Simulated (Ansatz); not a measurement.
# MoBrN, from a guessed structure to a relaxed one, part 2 of 2

Starting from a made-up structure for MoBrN, the aim is the relaxed cell, its shortest contacts and, where a second run follows, its electronic structure.

Ansatz 0.2.0; DFT, PBE, plane-wave PAW, files of the set soft_1, scalar-relativistic, no spin, cell and ions relaxed at zero pressure; PAW set soft_1 (the session's first sound run).

So far: The starting structure; Relaxation of the guess. The relaxed cell has a = 3.508, c = 31.937 Å (conventional setting).

## Step 3: Electronic structure of the relaxed cell

With the geometry fixed, one more self-consistent run, with a narrower smearing and the mesh shown in its input, gives the bands, and its pressure, and its forces where symmetry allows any, show how far the geometry depends on these settings.

This step: DFT, PBE, plane-wave PAW, files of the set soft_1, scalar-relativistic, no spin, bands and density of states at the relaxed cell; PAW set soft_1 (Ansatz 0.2.0).

input.yaml reads:

```yaml
crystal:
  lattice:
    - [1.7539778172, 1.0126595649, 10.6457210863]
    - [-1.7539778172, 1.0126595649, 10.6457210863]
    - [0.0, -2.0253191298, 10.6457210863]
  atoms:
    - { symbol: Mo, position: [0.1293740701, 0.1293740701, 0.1293740701] }
    - { symbol: Mo, position: [0.8706259299, 0.8706259299, 0.8706259299] }
    - { symbol: Br, position: [0.4020835505, 0.4020835505, 0.4020835505] }
    - { symbol: Br, position: [0.5979164495, 0.5979164495, 0.5979164495] }
    - { symbol: "N", position: [0.1935160641, 0.1935160641, 0.1935160641] }
    - { symbol: "N", position: [0.8064839359, 0.8064839359, 0.8064839359] }
kpoints:
  mp_grid: { grid: [10, 10, 10] }
  band_path:
    path:
      - [[0.0, 0.0, 0.0], [0.5, 0.0, 0.0], [0.5, 0.172699, -0.172699]]
      - [[0.827301, 0.5, 0.172699], [0.5, 0.5, 0.5], [0.0, 0.0, 0.0], [0.3363495, 0.0, -0.3363495]]
      - [[0.6636505, 0.3363495, 0.0], [0.5, 0.5, 0.0], [0.6636505, 0.6636505, 0.172699], [0.5, 0.5, 0.5]]
      - [[0.5, 0.0, 0.0], [0.827301, 0.3363495, 0.3363495]]
    npoints: 8
scf:
  occupations: { method: fermi_dirac, width: 0.03 }
  n_extra_bands: 10
hamiltonian:
  xc: pbe
  pseudopotentials: { kind: paw, azcp: { folder: soft_1 } }
output:
  forces: true
  stress: true
  write_bands: true
  dos: { projected: true }
  write_density: true
  write_potential: true
  elf: true
  volumetric_format: npy
```

Started as:

```console
ansatz run input.yaml --threads 4 --pin off --max-ram 10240MiB --backend cpu --events-out ev --progress --plain --runs-dir out
```

Numbers of over 12 decimals in the logs are rounded to 6 here.

What it wrote:

```text
[...]
Crystal: 6 atoms, lattice volume = 113.452 Å³
Basis set: ecut = 420 eV, 2201 PW (Γ), FFT grids on a1−a2, a2, −a2+a3, exchange–correlation on 48×150×48 points (8 copies of the dense FFT grid, shifted against one another)
Bands: 36, of which v1, the nominal top of the filled ones, is band 26 counted from 1 (25 counted from 0)
Symmetry: 12 space group operations
[...]
k-points: 116 of 1000
[...]
SCF iter   1: F=—  HF=-16256.120169 eV  |F-HF|=—  |Δ(HF+E_count)|=         —  Δρ=1.20e-1  dr2=6.53e1  ethr=3.10e-3  ⟨swp⟩=7.6  Hψ=19528  notcnv=0
[...]
SCF iter  11: F=-16247.960305 eV  HF=-16247.960305 eV  |F-HF|=1.60e-9  |Δ(HF+E_count)|=   2.60e-9  Δρ=1.78e-6  dr2=3.24e-9  ethr=1.92e-10  ⟨swp⟩=17.2  Hψ=34061  notcnv=0
SCF 1 converged in 11 iterations: F = -16247.960305 eV  dr2 = 3.24e-9
[...]
NSCF: frozen V_eff on 76 k-points
SCF converged after 11 iterations
Free energy (F): -16247.960305 eV
[...]
Internal energy: -16247.936914 eV  (E = F + TS)
E sigma→0 (E₀):  -16247.948610 eV
Entropy (-TS):   -0.023390 eV (-3.898 meV/atom)
Fermi energy:    9.780015 eV
[...]
--- Forces (eV/Å), atoms counted from 1 ---
  atom   1  Mo     0.00000000     0.00000000     0.01272321
  atom   2  Mo    -0.00000000    -0.00000000    -0.01272321
  atom   3  Br     0.00000000     0.00000000    -0.00009893
  atom   4  Br    -0.00000000    -0.00000000     0.00009893
  atom   5  N      0.00000000     0.00000000    -0.06760865
  atom   6  N     -0.00000000     0.00000000     0.06760865
  max |Σ_I F_I| component: 1.39e-17 eV/Å
--- Stress (GPa, compression-positive) ---
        0.185044       0.000000      -0.000000
        0.000000       0.185044      -0.000000
       -0.000000      -0.000000      -0.215508
  P = ⅓ Tr σ = 0.0515 GPa (0.515 kbar)
--- Band table (eV; the first three rows and the last of 116) ---
  k-point 0: bands = [... 22 lower, 7.3729, 7.3840, 8.5290, 8.5290, 9.7557, 9.7557, 10.2966, 11.0474, ... 6 higher]
  k-point 1: bands = [... 22 lower, 7.2344, 7.3655, 8.6837, 8.9084, 9.5980, 9.8244, 10.8378, 11.2085, ... 6 higher]
  k-point 2: bands = [... 22 lower, 6.9102, 7.0481, 8.9171, 9.3214, 9.7945, 9.9731, 11.5397, 11.6805, ... 6 higher]
  k-point 115: bands = [... 22 lower, 7.3788, 7.3788, 8.5300, 8.5300, 9.7520, 9.7520, 10.2969, 11.0076, ... 6 higher]
```

Wall time 12 s (4 threads of Arm Neoverse V2, shared host); peak memory 0.64 GiB; 47 s of CPU time.

This step gave:

| Quantity | Value |
| --- | --- |
| free energy | -16247.9603 eV |
| energy at zero smearing | -16247.9486 eV |
| smearing term TS | 0.02339 eV |
| Fermi energy | 9.780 eV |
| pressure | 0.05153 GPa |

bands.tsv at the labelled points (eV, zero at the Fermi level; the bands that come nearest the Fermi level along the path):

| point | band 23 | band 24 | band 25 | band 26 | band 27 | band 28 | band 29 | band 30 |
| --- | --- | --- | --- | --- | --- | --- | --- | --- |
| Γ | -2.41 | -2.40 | -1.25 | -1.25 | -0.02 | -0.02 | 0.52 | 1.27 |
| L | -3.63 | -3.63 | -0.75 | -0.22 | 0.08 | 0.48 | 1.08 | 1.08 |
| B1 | -3.98 | -3.22 | -1.97 | -0.82 | 0.67 | 0.69 | 1.21 | 1.32 |
| B | -3.98 | -3.22 | -1.97 | -0.82 | 0.67 | 0.69 | 1.21 | 1.32 |
| Z | -2.40 | -2.40 | -1.25 | -1.25 | -0.03 | -0.03 | 0.52 | 1.23 |
| Γ | -2.41 | -2.40 | -1.25 | -1.25 | -0.02 | -0.02 | 0.52 | 1.27 |
| X | -3.98 | -3.22 | -1.98 | -0.82 | 0.68 | 0.68 | 1.21 | 1.33 |
| Q | -3.98 | -3.22 | -1.98 | -0.82 | 0.68 | 0.68 | 1.21 | 1.33 |
| F | -3.69 | -3.67 | -0.76 | -0.23 | 0.06 | 0.49 | 1.15 | 1.16 |
| P1 | -3.70 | -3.63 | -0.76 | -0.23 | 0.06 | 0.48 | 1.11 | 1.15 |
| Z | -2.40 | -2.40 | -1.25 | -1.25 | -0.03 | -0.03 | 0.52 | 1.23 |
| L | -3.63 | -3.63 | -0.75 | -0.22 | 0.08 | 0.48 | 1.08 | 1.08 |
| P | -3.70 | -3.63 | -0.76 | -0.23 | 0.06 | 0.48 | 1.11 | 1.15 |

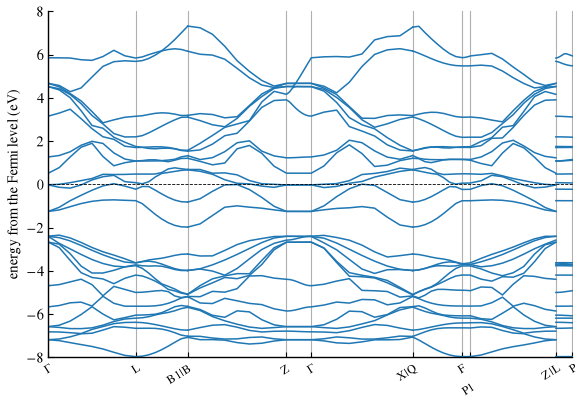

Bands along the path. 12 bands lie wholly below the window drawn.

Counts of states for the cell as run, both spins, by energy window (eV from the Fermi level): Near the top, bands beyond those computed are missing, so counts there can be too low.

```
from  to  total
  -8  -7   2.50
  -7  -6   6.47
  -6  -5   3.21
  -5  -4   5.26
  -4  -3   5.29
  -3  -2   1.28
  -2  -1   1.14
  -1   0   2.98
   0   1   4.59
   1   2   4.72
   2   3   3.36
   3   4   2.78
```

A further 24.0 states lie below the table's range.

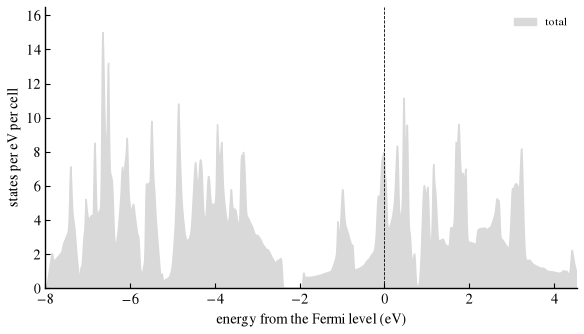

Total density of states, smoothed over about 0.04 eV.

Force by atom:

```csv
atom,x (eV/Å),y (eV/Å),z (eV/Å),size
Mo1,0.0000,0.0000,0.0127,0.0127
Mo2,0.0000,0.0000,-0.0127,0.0127
Br3,0.0000,0.0000,-0.0001,0.0001
Br4,0.0000,0.0000,0.0001,0.0001
N5,0.0000,0.0000,-0.0676,0.0676
N6,0.0000,0.0000,0.0676,0.0676
```

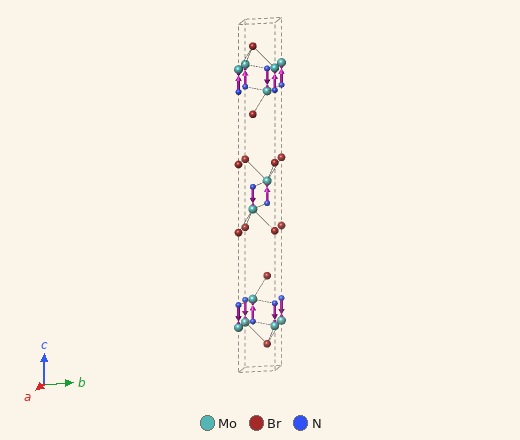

Force as arrows, the longest 0.0676 eV/Å. Bonds to atoms that aren't drawn are left out. Some periodic images of atoms are drawn too.

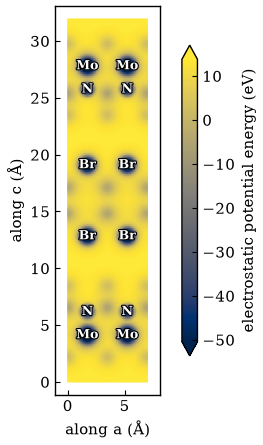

Electrostatic potential energy in the ac plane of the conventional cell at fractional y = 0.000, with atoms of Mo and Br and N within 0.2 Å of it. With pseudopotentials it is smooth inside the atoms' cores, unlike the true potential. The map starts off the cell's origin, so that atoms lie inside it.

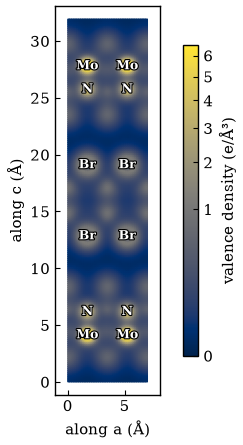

Valence density in the ac plane of the conventional cell at fractional y = 0.000, with atoms of Mo and Br and N within 0.2 Å of it. It is the smooth field of the valence electrons, not physical close to the nuclei. The map starts off the cell's origin, so that atoms lie inside it. The colour scale is stretched toward low values.

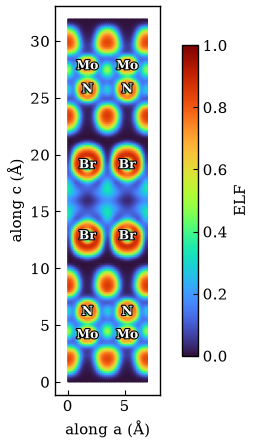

ELF in the ac plane of the conventional cell at fractional y = 0.000, with atoms of Mo and Br and N within 0.2 Å of it. It is the smooth field of the valence electrons, not physical close to the nuclei. The map starts off the cell's origin, so that atoms lie inside it.

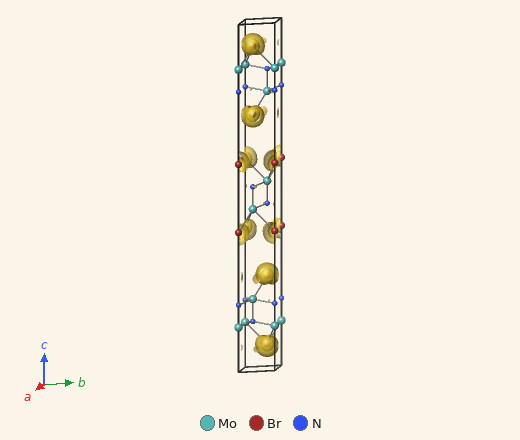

Surface of ELF = 0.81. Bonds to atoms that aren't drawn are left out.

## Step 4: Summary of results

```
space group, relaxed : R-3m
conventional cell    : a = 3.508, b = 3.508, c = 31.937 Å; α = 90.0°, β = 90.0°, γ = 120.0°
volume per atom      : 18.91 Å³ (guess 20.98)
```

**Reading.** MoBrN relaxes to R-3m with a = 3.508, b = 3.508 and c = 31.937 Å. The guessed volume was 11 % too large. The space group R-3m was held in the relaxation, so the end point is a stationary structure within it and may be a saddle against distortions or other arrangements. Bands cross the Fermi level, so it is a metal or semimetal at this level. Semilocal functionals can close a small real gap, so this isn't settled for compounds with anions. On the 10×10×10 mesh with the narrower smearing (relaxed on 8×8×8) the largest force component is 0.068 eV/Å and the largest stress component is 0.216 GPa, against the relaxation's thresholds of 0.015 eV/Å and 0.05 GPa. The cutoff wasn't tested. No dispersion term is used, so weakly bound directions may come out too long. The runs have no spin, and magnetism wasn't tested. Nothing here tests whether the compound is stable against decomposition.

[Logs are printed without paths, hosts, clocks, repeated set-up lines and the standing remarks that a program may print on its own settings, such as how far it seeks lower states.]

[Hosts, paths, dates, database ids (printed as entryN), source tags and the programs' standing remarks are cut or masked in the printed files.]
